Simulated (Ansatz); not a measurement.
**WH7ClO: molecular dynamics (part 5 of 5)**

Continued. System: WH7ClO. Method: RKS PBE/def2-SVP (Ansatz 0.2.0). It belongs to a series of runs on one base structure; here: dynamics from the highest image of the converged band.

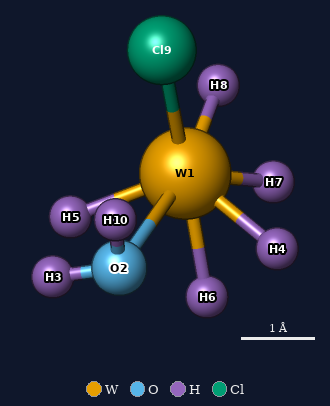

*The geometry at step 178 of the log (ball-and-stick view, seen at a tilt; atoms are numbered from 1 in the order of the input).*

**Trajectory as extended XYZ, continued**
```
10
Properties=species:S:1:pos:R:3:forces:R:3 step=154 time_fs=77.0 energy=-16495.65624 temperature=605.9
W     0.3703   -0.1352   -0.2023   -0.0809   0.6337   1.0570
O    -0.0714    0.2571    2.3241   -0.5847  -0.3406  -0.1736
H    -0.9932    0.5906    2.2365    0.2173  -0.2047   0.0972
H     1.5834   -0.5616    0.9274   -0.0925  -0.3671  -0.5746
H    -1.2069    0.1629    0.3644    0.0707   0.0703  -0.5253
H    -0.7183   -1.4192    0.1771    0.2318  -0.4254  -0.0818
H     0.8875   -1.7234   -0.7089   -0.2639   0.3841   0.1853
H     0.7281    0.4800   -1.7688   -0.0115  -0.6383  -0.2847
Cl    1.4201    1.9075    0.2294    0.0717   0.4315   0.2460
H     0.4299    1.0809    2.4255    0.4419   0.4566   0.0546
10
Properties=species:S:1:pos:R:3:forces:R:3 step=157 time_fs=78.5 energy=-16495.67362 temperature=622.9
W     0.3707   -0.1341   -0.2010    0.1615   1.0004   0.5912
O    -0.0756    0.2535    2.3268   -0.5261  -0.1527  -0.1695
H    -0.9961    0.5911    2.2345    0.2187  -0.2347   0.0964
H     1.5357   -0.6562    0.9351    0.0101  -0.2927  -0.5711
H    -1.2059    0.1837    0.3660    0.0235  -0.0367  -0.6086
H    -0.6699   -1.4305    0.1909    0.0911  -0.5901   0.0263
H     0.9101   -1.6964   -0.7907   -0.3627   0.4770   0.2449
H     0.7587    0.4930   -1.7850   -0.1122  -0.8224   0.0126
Cl    1.4188    1.9050    0.2230    0.1161   0.3427   0.3456
H     0.4228    1.0801    2.4499    0.3801   0.3091   0.0322
10
Properties=species:S:1:pos:R:3:forces:R:3 step=159 time_fs=79.5 energy=-16495.69817 temperature=646.6
W     0.3710   -0.1333   -0.2001    0.3012   1.1969   0.3147
O    -0.0787    0.2510    2.3285   -0.1583   0.1465  -0.1159
H    -0.9954    0.5887    2.2344    0.0641  -0.1776   0.0818
H     1.5039   -0.7229    0.9335    0.0515  -0.2530  -0.5583
H    -1.2050    0.1972    0.3599   -0.0427  -0.1081  -0.6259
H    -0.6364   -1.4448    0.2003    0.0445  -0.6334   0.0946
H     0.9210   -1.6728   -0.8424   -0.4020   0.4919   0.2710
H     0.7780    0.4921   -1.7960   -0.1703  -0.9084   0.1664
Cl    1.4180    1.9033    0.2189    0.1487   0.2859   0.4030
H     0.4227    1.0835    2.4666    0.1634  -0.0407  -0.0313
10
Properties=species:S:1:pos:R:3:forces:R:3 step=162 time_fs=81.0 energy=-16495.75900 temperature=705.5
W     0.3714   -0.1321   -0.1987    0.4471   1.3366   0.0325
O    -0.0836    0.2475    2.3309    0.4575   0.4946  -0.0315
H    -0.9939    0.5822    2.2355   -0.2384  -0.0439   0.0542
H     1.4571   -0.8274    0.9210    0.0586  -0.1906  -0.5444
H    -1.2045    0.2153    0.3396   -0.1765  -0.2092  -0.5999
H    -0.5852   -1.4776    0.2163    0.0643  -0.5559   0.1637
H     0.9301   -1.6288   -0.9150   -0.4153   0.4395   0.2798
H     0.8037    0.4743   -1.8093   -0.2400  -0.9664   0.3128
Cl    1.4169    1.9011    0.2128    0.2015   0.2078   0.4705
H     0.4247    1.0868    2.4908   -0.1588  -0.5126  -0.1376
10
Properties=species:S:1:pos:R:3:forces:R:3 step=165 time_fs=82.5 energy=-16495.85922 temperature=802.3
W     0.3718   -0.1306   -0.1973    0.5051   1.2359  -0.0463
O    -0.0879    0.2446    2.3333    0.6290   0.4811  -0.0515
H    -0.9972    0.5746    2.2379   -0.3358   0.0274   0.0496
H     1.4114   -0.9360    0.8967    0.0030  -0.0989  -0.5476
H    -1.2079    0.2290    0.3064   -0.3139  -0.2963  -0.5280
H    -0.5325   -1.5220    0.2357    0.1595  -0.3101   0.1752
H     0.9303   -1.5754   -0.9817   -0.3699   0.3022   0.2481
H     0.8242    0.4358   -1.8160   -0.2904  -0.9289   0.3565
Cl    1.4158    1.8989    0.2071    0.2584   0.1468   0.5134
H     0.4237    1.0798    2.5122   -0.2450  -0.5591  -0.1695
10
Properties=species:S:1:pos:R:3:forces:R:3 step=168 time_fs=84.0 energy=-16495.98053 temperature=919.2
W     0.3724   -0.1291   -0.1960    0.4737   0.9039   0.0699
O    -0.0915    0.2423    2.3356    0.1863   0.1041  -0.2241
H    -1.0071    0.5675    2.2414   -0.1064  -0.0142   0.0794
H     1.3658   -1.0466    0.8606   -0.0869   0.0406  -0.5573
H    -1.2180    0.2363    0.2619   -0.3996  -0.3676  -0.4332
H    -0.4763   -1.5729    0.2587    0.2510   0.0363   0.1349
H     0.9226   -1.5156   -1.0430   -0.2679   0.0949   0.1834
H     0.8385    0.3775   -1.8152   -0.3241  -0.7856   0.2965
Cl    1.4149    1.8969    0.2017    0.3185   0.1152   0.5351
H     0.4179    1.0615    2.5302   -0.0446  -0.1276  -0.0844
10
Properties=species:S:1:pos:R:3:forces:R:3 step=170 time_fs=85.0 energy=-16496.04706 temperature=983.4
W     0.3727   -0.1280   -0.1950    0.4012   0.5859   0.2257
O    -0.0936    0.2409    2.3369   -0.2510  -0.2402  -0.3869
H    -1.0153    0.5626    2.2446    0.1159  -0.0630   0.1056
H     1.3344   -1.1200    0.8299   -0.1452   0.1583  -0.5533
H    -1.2293    0.2369    0.2269   -0.4024  -0.4077  -0.3657
H    -0.4361   -1.6069    0.2758    0.2718   0.2734   0.0913
H     0.9142   -1.4743   -1.0817   -0.1746  -0.0685   0.1335
H     0.8442    0.3291   -1.8110   -0.3374  -0.6281   0.1958
Cl    1.4145    1.8956    0.1982    0.3593   0.1150   0.5409
H     0.4132    1.0472    2.5410    0.1624   0.2750   0.0131
10
Properties=species:S:1:pos:R:3:forces:R:3 step=173 time_fs=86.5 energy=-16496.10278 temperature=1037.2
W     0.3733   -0.1262   -0.1936    0.2216   0.0327   0.4992
O    -0.0972    0.2385    2.3385   -0.5914  -0.5390  -0.5625
H    -1.0252    0.5541    2.2514    0.3013  -0.0809   0.1290
H     1.2847   -1.2269    0.7741   -0.2010   0.3505  -0.5076
H    -1.2534    0.2303    0.1681   -0.3074  -0.4587  -0.2613
H    -0.3709   -1.6524    0.3029    0.2130   0.5691   0.0227
H     0.8987   -1.4141   -1.1374   -0.0162  -0.3213   0.0787
H     0.8467    0.2458   -1.8017   -0.3458  -0.3045  -0.0442
Cl    1.4139    1.8936    0.1934    0.4189   0.1460   0.5416
H     0.4095    1.0314    2.5577    0.3071   0.6062   0.1043
10
Properties=species:S:1:pos:R:3:forces:R:3 step=176 time_fs=88.0 energy=-16496.09882 temperature=1033.2
W     0.3740   -0.1245   -0.1921   -0.0015  -0.5156   0.6924
O    -0.1015    0.2354    2.3394   -0.2308  -0.3238  -0.5384
H    -1.0291    0.5440    2.2610    0.1724   0.0028   0.1234
H     1.2307   -1.3263    0.7073   -0.2000   0.5192  -0.3953
H    -1.2840    0.2139    0.1036   -0.1111  -0.4975  -0.1489
H    -0.3013   -1.6859    0.3305    0.0505   0.7357  -0.0257
H     0.8829   -1.3608   -1.1912    0.1347  -0.5361   0.0868
H     0.8418    0.1561   -1.7935   -0.3520   0.0877  -0.3540
Cl    1.4137    1.8918    0.1888    0.4707   0.2057   0.5375
H     0.4117    1.0276    2.5763    0.0671   0.3218   0.0221
10
Properties=species:S:1:pos:R:3:forces:R:3 step=178 time_fs=89.0 energy=-16496.05625 temperature=992.1
W     0.3744   -0.1234   -0.1911   -0.1344  -0.8205   0.6993
O    -0.1046    0.2331    2.3395    0.2343  -0.0340  -0.4511
H    -1.0295    0.5372    2.2688   -0.0340   0.0879   0.1109
H     1.1923   -1.3866    0.6580   -0.1670   0.5930  -0.2821
H    -1.3059    0.1970    0.0587    0.0499  -0.5135  -0.0671
H    -0.2540   -1.6996    0.3486   -0.0979   0.7578  -0.0361
H     0.8737   -1.3313   -1.2261    0.2174  -0.6282   0.1373
H     0.8342    0.0967   -1.7919   -0.3684   0.3476  -0.5496
Cl    1.4136    1.8906    0.1860    0.4968   0.2533   0.5339
H     0.4143    1.0294    2.5891   -0.1968  -0.0435  -0.0953
10
Properties=species:S:1:pos:R:3:forces:R:3 step=181 time_fs=90.5 energy=-16495.94908 temperature=888.9
W     0.3750   -0.1218   -0.1895   -0.2510  -1.1125   0.4400
O    -0.1089    0.2296    2.3392    0.7212   0.2750  -0.3656
H    -1.0312    0.5288    2.2826   -0.2752   0.1676   0.0977
H     1.1319   -1.4664    0.5793   -0.0738   0.6177  -0.0693
H    -1.3375    0.1625   -0.0096    0.2891  -0.5163   0.0635
H    -0.1854   -1.7068    0.3753   -0.3489   0.6541  -0.0108
H     0.8641   -1.2985   -1.2757    0.3065  -0.6544   0.2656
H     0.8162    0.0147   -1.7996   -0.4334   0.6644  -0.7218
Cl    1.4139    1.8890    0.1819    0.5171   0.3228   0.5286
H     0.4142    1.0304    2.6064   -0.4516  -0.4183  -0.2279
10
Properties=species:S:1:pos:R:3:forces:R:3 step=184 time_fs=92.0 energy=-16495.83564 temperature=779.3
W     0.3756   -0.1204   -0.1879   -0.2415  -1.1811  -0.1415
O    -0.1123    0.2264    2.3384    0.5409   0.2585  -0.4389
H    -1.0382    0.5237    2.2984   -0.1949   0.1104   0.0960
H     1.0700   -1.5330    0.4992    0.0901   0.5401   0.1619
H    -1.3629    0.1170   -0.0765    0.4794  -0.4853   0.1930
H    -0.1244   -1.7001    0.4018   -0.6267   0.4118   0.0608
H     0.8610   -1.2796   -1.3196    0.3557  -0.5427   0.4114
H     0.7888   -0.0533   -1.8225   -0.5493   0.8445  -0.6603
Cl    1.4144    1.8876    0.1783    0.5102   0.3768   0.5226
H     0.4049    1.0232    2.6190   -0.3638  -0.3330  -0.2050
10
Properties=species:S:1:pos:R:3:forces:R:3 step=186 time_fs=93.0 energy=-16495.76501 temperature=710.9
W     0.3760   -0.1195   -0.1868   -0.1787  -1.1408  -0.6435
O    -0.1141    0.2245    2.3376    0.1017   0.0724  -0.5687
H    -1.0454    0.5218    2.3101    0.0049   0.0114   0.0913
H     1.0297   -1.5708    0.4474    0.2624   0.4520   0.2980
H    -1.3743    0.0808   -0.1190    0.5626  -0.4407   0.2713
H    -0.0908   -1.6904    0.4201   -0.8405   0.2103   0.1296
H     0.8631   -1.2736   -1.3441    0.3686  -0.4095   0.4932
H     0.7641   -0.0888   -1.8457   -0.6372   0.8883  -0.4878
Cl    1.4149    1.8868    0.1760    0.4902   0.3995   0.5171
H     0.3942    1.0143    2.6248   -0.1341  -0.0427  -0.1004
10
Properties=species:S:1:pos:R:3:forces:R:3 step=189 time_fs=94.5 energy=-16495.66623 temperature=615.7
W     0.3765   -0.1182   -0.1852   -0.0452  -1.0935  -1.4029
O    -0.1168    0.2217    2.3357   -0.5657  -0.2663  -0.7710
H    -1.0555    0.5187    2.3293    0.2706  -0.1350   0.0660
H     0.9745   -1.6197    0.3753    0.5962   0.3152   0.4221
H    -1.3813    0.0187   -0.1776    0.6077  -0.3322   0.3662
H    -0.0563   -1.6726    0.4501   -1.1781  -0.0465   0.2535
H     0.8729   -1.2715   -1.3719    0.3624  -0.1655   0.5720
H     0.7154   -0.1261   -1.8886   -0.7442   0.8673  -0.0989
Cl    1.4160    1.8858    0.1728    0.4410   0.4117   0.5047
H     0.3766    1.0013    2.6323    0.2554   0.4449   0.0882
10
Properties=species:S:1:pos:R:3:forces:R:3 step=192 time_fs=96.0 energy=-16495.61718 temperature=568.5
W     0.3771   -0.1171   -0.1838    0.0917  -1.2554  -1.9764
O    -0.1203    0.2185    2.3327   -0.6641  -0.2614  -0.7893
H    -1.0602    0.5129    2.3498    0.2626  -0.1901   0.0279
H     0.9320   -1.6617    0.3122    0.8155   0.2434   0.4377
H    -1.3754   -0.0504   -0.2285    0.5457  -0.1753   0.4239
H    -0.0468   -1.6556    0.4855   -1.3341  -0.1202   0.3417
H     0.8904   -1.2729   -1.3874    0.3343   0.0779   0.5962
H     0.6508   -0.1448   -1.9334   -0.7888   0.7848   0.3390
Cl    1.4173    1.8850    0.1700    0.3772   0.4025   0.4852
H     0.3641    0.9970    2.6414    0.3600   0.4939   0.1142
10
Properties=species:S:1:pos:R:3:forces:R:3 step=195 time_fs=97.5 energy=-16495.64579 temperature=595.8
W     0.3776   -0.1162   -0.1826    0.2031  -1.7164  -2.2458
O    -0.1245    0.2151    2.3287   -0.1272   0.1702  -0.5836
H    -1.0597    0.5032    2.3710   -0.0147  -0.1463  -0.0005
H     0.9066   -1.6983    0.2584    0.7273   0.3087   0.4471
H    -1.3579   -0.1232   -0.2702    0.3736   0.0150   0.4358
H    -0.0655   -1.6407    0.5280   -1.1234   0.0126   0.2638
H     0.9151   -1.2728   -1.3902    0.3017   0.2738   0.5727
H     0.5693   -0.1467   -1.9711   -0.7665   0.6809   0.7291
Cl    1.4188    1.8845    0.1675    0.3081   0.3817   0.4574
H     0.3587    1.0026    2.6526    0.1182   0.0199  -0.0760
10
Properties=species:S:1:pos:R:3:forces:R:3 step=197 time_fs=98.5 energy=-16495.68708 temperature=635.6
W     0.3780   -0.1156   -0.1820    0.2517  -2.1360  -2.2566
O    -0.1275    0.2129    2.3255    0.2997   0.4830  -0.4187
H    -1.0591    0.4948    2.3852   -0.2207  -0.1023  -0.0103
H     0.8984   -1.7191    0.2279    0.5766   0.4236   0.4844
H    -1.3416   -0.1718   -0.2929    0.2058   0.1465   0.4174
H    -0.0917   -1.6308    0.5596   -0.8640   0.1720   0.1074
H     0.9353   -1.2696   -1.3851    0.2863   0.3662   0.5303
H     0.5058   -0.1397   -1.9880   -0.7202   0.6107   0.9345
Cl    1.4199    1.8843    0.1659    0.2631   0.3670   0.4346
H     0.3569    1.0072    2.6594   -0.0784  -0.3308  -0.2230
10
Properties=species:S:1:pos:R:3:forces:R:3 step=200 time_fs=100.0 energy=-16495.76342 temperature=709.6
W     0.3786   -0.1151   -0.1813    0.2600  -2.7689  -2.0709
O    -0.1316    0.2101    2.3204    0.5715   0.7100  -0.2618
H    -1.0624    0.4806    2.4062   -0.3134  -0.0905  -0.0291
H     0.8962   -1.7422    0.1910    0.4099   0.6274   0.5501
H    -1.3139   -0.2418   -0.3195   -0.0898   0.3260   0.3578
H    -0.1457   -1.6124    0.6083   -0.5059   0.4420  -0.1836
H     0.9706   -1.2582   -1.3683    0.2773   0.4446   0.4160
H     0.3978   -0.1183   -1.9962   -0.6077   0.5061   1.1381
Cl    1.4218    1.8841    0.1638    0.2042   0.3512   0.3976
H     0.3525    1.0078    2.6655   -0.2060  -0.5479  -0.3142
```

This output came from the following input.

**Input**
```yaml
crystal:
  periodic: [false, false, false]
  atoms:
    - { symbol: W, position_ang: [0.36855, -0.168153, -0.220783] }
    - { symbol: O, position_ang: [0.083118, 0.211334, 2.280731] }
    - { symbol: H, position_ang: [-0.839828, 0.497869, 2.422846] }
    - { symbol: H, position_ang: [1.738744, -0.242526, 0.758006] }
    - { symbol: H, position_ang: [-0.444797, 1.183832, -0.782457] }
    - { symbol: H, position_ang: [-1.186601, 0.220139, 0.270662] }
    - { symbol: H, position_ang: [-0.487859, -1.426991, 0.568409] }
    - { symbol: H, position_ang: [0.568376, -0.860225, -1.810542] }
    - { symbol: Cl, position_ang: [1.381433, 2.047642, 0.343734] }
    - { symbol: H, position_ang: [0.596364, 1.054879, 2.270892] }
basis:
  gaussian: { orbitals: def2-SVP }
hamiltonian:
  xc: pbe
md:
  timestep: 0.5
  n_steps: 200
  ensemble: nve
  temperature: 100.0
  initial_velocities: maxwell_boltzmann
  seed: 11092
```

Launch command:
```bash
ansatz run input.yaml --threads 2 --pin off --max-ram 3072MiB --backend cpu --events-out ev --progress --plain --runs-dir out
```

**Results in brief**

```csv
quantity,value
outcome,finished
mean temperature over the second half,655 K
trajectory,"200 steps, 100 fs"
ensemble,nve
temperature in the input,100.0 K
time step,0.5 fs
potential energy (last step),−16495.7635 eV
mean-field energy (last step),−16495.7635 eV
largest force (length of the vector) (last step),3.467 eV/Å
hardware,"2 threads of Arm Neoverse V1, 24 GiB of memory available, shared host"
wall time,7 min (CPU time 14 min)
peak memory,0.14 GiB
```

**Remarks**

So short a trajectory is not equilibrated.
